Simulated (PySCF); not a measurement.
**WOOH: relaxation and vibrations of the quartet**

The task is one start of a wider search on WOOH: the quartet, from a bent start. It is relaxed, tested by its Hessian and followed downhill if it is a saddle.

Computed with PySCF 2.14.0. Level: PBE0, basis W def2-TZVP with ECP60, O def2-TZVP, H def2-TZVP, scalar-relativistic core potentials, no spin–orbit coupling, density fitting.

## Step 1: Where the work starts

4 atoms, charge 0, spin multiplicity 4.

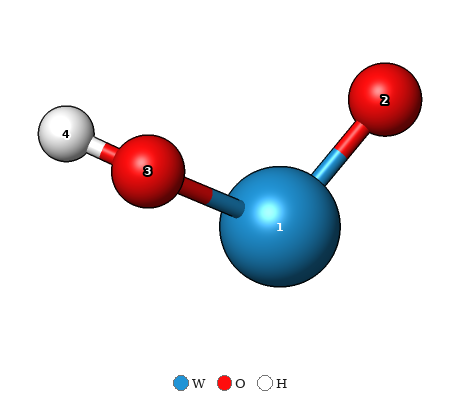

As it starts; tungsten blue, oxygen red, hydrogen white; atoms are numbered from 1 in the order of the file.

Coordinates in bohr (charge 0 multiplicity 4):
```
W     0.0000    0.0000    0.0000
O     2.7399    0.0000    1.9184
O    -3.0959    0.0000    2.1679
H    -4.0512    1.3897    2.8367
```

## Step 2: First SCF at the start

The steps below are one call of a driver around PySCF. For each, scf.py gives the equivalent set-up of the SCF; relaxations use the driver's own optimiser. After this first run the driver tries any further starts and a stability analysis.

The input, scf.py:

```python
from pyscf import gto, scf, dft
mol = gto.M(atom='''
W      0.000000     0.000000     0.000000
O      1.449900     0.000000     1.015200
O     -1.638300     0.000000     1.147200
H     -2.143800     0.735400     1.501100''',
    basis={'W': 'def2-TZVP', 'O': 'def2-TZVP', 'H': 'def2-TZVP'},
    ecp={'W': 'def2-TZVP'},
    charge=0, spin=3)
mf = dft.UKS(mol, xc='PBE0')
mf.grids.atom_grid = (50, 194)
aux = {'W': 'def2-universal-JKFIT', 'O': 'def2-universal-JKFIT', 'H': 'def2-universal-JKFIT'}
mf = mf.density_fit(auxbasis=aux)
mf.conv_tol = 1e-08
mf.diis_space = 10
mf.max_cycle = 60
mf.init_guess = 'minao'
mf.verbose = 4
mf.kernel()
```

Launch:

```console
OMP_NUM_THREADS=4 python axn.py task.json out
```

Log:

```text
init E= -198.681433380095
[... the frontier-level lines of each cycle are left out ...]
cycle= 1 E= -217.512022364199  delta_E= -18.8  |g|= 1.11  |ddm|= 5.36
cycle= 2 E= -208.725383050728  delta_E= 8.79  |g|= 4.03  |ddm|= 2.86
cycle= 3 E= -217.971452056913  delta_E= -9.25  |g|= 0.33  |ddm|= 2.54
cycle= 4 E= -217.965024064655  delta_E= 0.00643  |g|= 0.389  |ddm|= 0.561
cycle= 5 E= -218.017485040794  delta_E= -0.0525  |g|= 0.129  |ddm|= 0.234
cycle= 6 E= -218.023817409567  delta_E= -0.00633  |g|= 0.0422  |ddm|= 0.0917
cycle= 7 E= -218.024558510543  delta_E= -0.000741  |g|= 0.0167  |ddm|= 0.0214
cycle= 8 E= -218.024760930986  delta_E= -0.000202  |g|= 0.00395  |ddm|= 0.0183
cycle= 9 E= -218.024800767253  delta_E= -3.98e-05  |g|= 0.00192  |ddm|= 0.00958
cycle= 10 E= -218.024818113736  delta_E= -1.73e-05  |g|= 0.000637  |ddm|= 0.00857
cycle= 11 E= -218.024819484028  delta_E= -1.37e-06  |g|= 0.000394  |ddm|= 0.0024
cycle= 12 E= -218.024819690777  delta_E= -2.07e-07  |g|= 9.6e-05  |ddm|= 0.000976
cycle= 13 E= -218.024819718923  delta_E= -2.81e-08  |g|= 3.45e-05  |ddm|= 0.000503
cycle= 14 E= -218.024819721529  delta_E= -2.61e-09  |g|= 1.55e-05  |ddm|= 0.000105
Extra cycle  E= -218.024819722665  delta_E= -1.14e-09  |g|= 2.2e-05  |ddm|= 8.42e-05
converged SCF energy = -218.024819722665  <S^2> = 3.7909392  2S+1 = 4.0204175
```

This step, with its further starts and checks, took 11 s on 4 threads of Arm Neoverse V2, shared host.

The starts that the driver tried:

| start | energy (Eh) |
| --- | --- |
| the minimal-basis guess | -218.024820 |
| a thermally smeared density | -218.024820 |
| a smeared PBE density | -218.024820 |

The test of internal stability and the other starts found no lower solution of this spin.

## Step 3: Relaxing the quartet from the bent start

The program finds C1 symmetry in the start.

scf.py, as its differences from that of step 2:

```diff
@@ -3,4 +3,4 @@
-W      0.000000     0.000000     0.000000
-O      1.449900     0.000000     1.015200
-O     -1.638300     0.000000     1.147200
-H     -2.143800     0.735400     1.501100''',
+W      0.023849    -0.003416    -0.166400
+O      1.473749    -0.003416     0.848800
+O     -1.614451    -0.003416     0.980800
+H     -2.119951     0.731984     1.334700''',
@@ -17 +16,0 @@
-mf.init_guess = 'minao'
```

Steps of the walk:

```
step  energy (Eh)  change (kJ/mol)  largest gradient (Eh/bohr)
   0  -218.024820             0.00                     0.10081
   1  -218.045159           -53.40                     0.03333
   2  -218.053074           -74.18                     0.01982
   3  -218.056347           -82.78                     0.02158
   4  -218.058157           -87.53                     0.01269
   5  -218.059505           -91.07                     0.00971
   6  -218.060681           -94.15                     0.00591
   7  -218.060972           -94.92                     0.00344
   8  -218.061053           -95.13                     0.00274
   9  -218.061106           -95.27                     0.00208
  10  -218.061144           -95.37                     0.00109
  11  -218.061147           -95.38                     0.00037
  12  -218.061148           -95.38                     0.00011
```

The walk took 28 s.

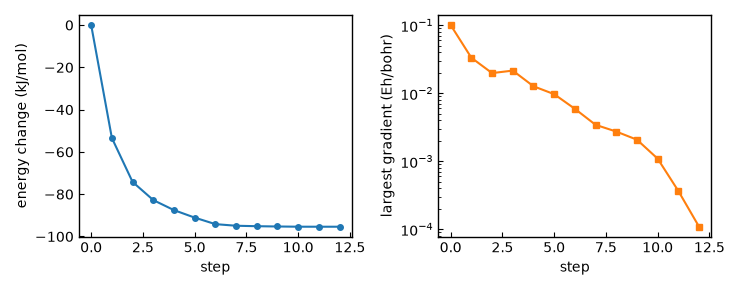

How energy and gradient fall.

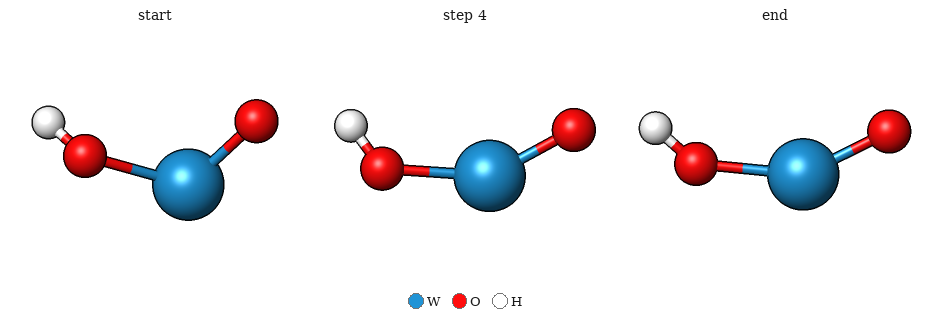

Start and end of the relaxation, with a step between.

After 12 steps and 95.4 kJ/mol it ends at Cs: O–H 0.956 Å, W–O 1.702 Å, W–O 1.901 Å; H–O–W 144.1°, O–W–O 147.8°.

## Step 4: Vibrations and properties at this point

The point is checked on the finer grid, and tightened if its gradient asks for it. The Hessian and the dipole derivatives come from central differences of analytic gradients, with steps of 0.02 bohr.

scf.py, as its differences from that of step 3:

```diff
@@ -3,4 +3,4 @@
-W      0.023849    -0.003416    -0.166400
-O      1.473749    -0.003416     0.848800
-O     -1.614451    -0.003416     0.980800
-H     -2.119951     0.731984     1.334700''',
+W      0.021230    -0.044021    -0.067691
+O      1.677919     0.145515     0.272173
+O     -1.776073     0.313408     0.436920
+H     -2.325923     0.744134     1.089769''',
@@ -11 +11 @@
-mf.grids.atom_grid = (50, 194)
+mf.grids.atom_grid = (75, 302)
@@ -14 +14 @@
-mf.conv_tol = 1e-08
+mf.conv_tol = 1e-10
```

The driver hands on the density of the step before, so the log starts near convergence.

Log of the central SCF (cycles and frontier levels):

```text
init E= -218.061140738156
[... the frontier-level lines of each cycle are left out ...]
cycle= 1 E= -218.061140738083  delta_E= 7.24e-11  |g|= 1.58e-05  |ddm|= 1.14e-05
cycle= 2 E= -218.061140737747  delta_E= 3.36e-10  |g|= 3.41e-05  |ddm|= 2.33e-05
cycle= 3 E= -218.061140738168  delta_E= -4.21e-10  |g|= 4.92e-06  |ddm|= 1.63e-05
cycle= 4 E= -218.061140738176  delta_E= -7.96e-12  |g|= 8.34e-08  |ddm|= 2.47e-06
Extra cycle  E= -218.061140738176  delta_E= -6.82e-13  |g|= 6.56e-08  |ddm|= 2.19e-07
converged SCF energy = -218.061140738176  <S^2> = 3.7741024  2S+1 = 4.0120331
```

The whole step took 61 s.

Geometry: Cs; O–H 0.956 Å, W–O 1.702 Å, W–O 1.901 Å; H–O–W 144.1°, O–W–O 147.8°.

Modes, for the most abundant isotopes:

```tsv
symmetry	ω (cm⁻¹)	IR (km/mol)	μ (u)
a'	142	7.5	5.37
a''	452	102	1.25
a'	528	160	1.37
a'	705	110	5.81
a'	1025	164	16.84
a'	3951	202	1.07
```

Every mode is real; the point is a minimum.

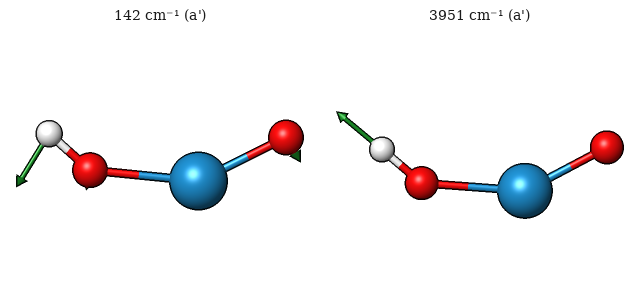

How the atoms move in 2 of the modes.

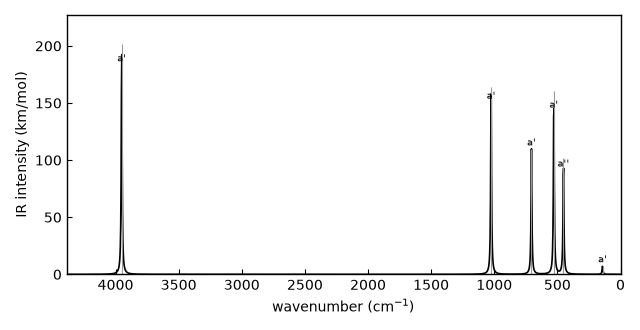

The harmonic infrared spectrum (widths in cm⁻¹). Lines are broadened to a width of 8 cm⁻¹ (Lorentzian).

Constants and moments:

```yaml
Dipole_moment: 3.05 D
Highest_occupied_level: -6.50 eV
Lowest_empty_level: -2.70 eV
Rotational_constants: 2.13, 0.1649, 0.1531 cm⁻¹
Zero-point_energy: 40.7 kJ/mol
Principal_polarisabilities: 42.8, 45.5, 54.0 bohr³
Atomisation_energy_without_zero-point_energy: 1609 kJ/mol
Principal_traceless_quadrupole_moments_about_the_centre_of_mass: -8.99, 1.48, 7.51 D Å
Entropy_at_298.15_K_and_1_bar_electronic_part_spin_only: 302.4 J/(mol K)
Heat_capacity_Cp_at_298.15_K: 56.8 J/(mol K)
Enthalpy_at_298.15_K_above_0_K: 13.24 kJ/mol
Rotational_symmetry_number: 1
Spin_squared_⟨S²⟩: 3.774
```

Charges (e) and bond orders:

```csv
atom,Mulliken,Löwdin,polar tensor,spin (Mulliken),Mayer order to W1
W1,0.86,0.52,1.18,3.21,–
O2,-0.51,-0.32,-0.71,-0.16,2.18
O3,-0.69,-0.36,-0.80,-0.05,1.02
H4,0.34,0.16,0.33,0.00,0.02
```

Mulliken populations on W1 (outside its core potential): s 2.78, p 6.29, d 3.97, f 0.10.

## Step 5: Outcome

| quantity | value |
| --- | --- |
| minimum | quartet, Cs |
| geometry | O–H 0.956 Å, W–O 1.702 Å, W–O 1.901 Å; H–O–W 144.1°, O–W–O 147.8° |
| wavenumbers (cm⁻¹) | 142 (a'), 452 (a''), 528 (a'), 705 (a'), 1025 (a'), 3951 (a') |
| dipole moment | 3.05 D |
| highest occupied, lowest empty level (either spin) | -6.50, -2.70 eV |
| polar-tensor charge of W1 | +1.18 e |
| zero-point energy | 40.7 kJ/mol |
| entropy at 298.15 K | 302.4 J/(mol K) |
| atomisation energy (no zero-point energy) | 1609 kJ/mol |
| ⟨S²⟩ | 3.774 |

In words: From C1 at the start the molecule goes to a Cs minimum. In the infrared the band at 3951 cm⁻¹ (a') leads. Most of the spin sits on W1 (Mulliken spin 3.21, against 3 for the whole molecule). Other starts or spin states, not run here, may lie lower. Open d and f shells are described by one determinant, and the ground state may have another occupation or spin. With an element this heavy the missing spin–orbit coupling can shift these numbers.

The search up to here took 100 s.
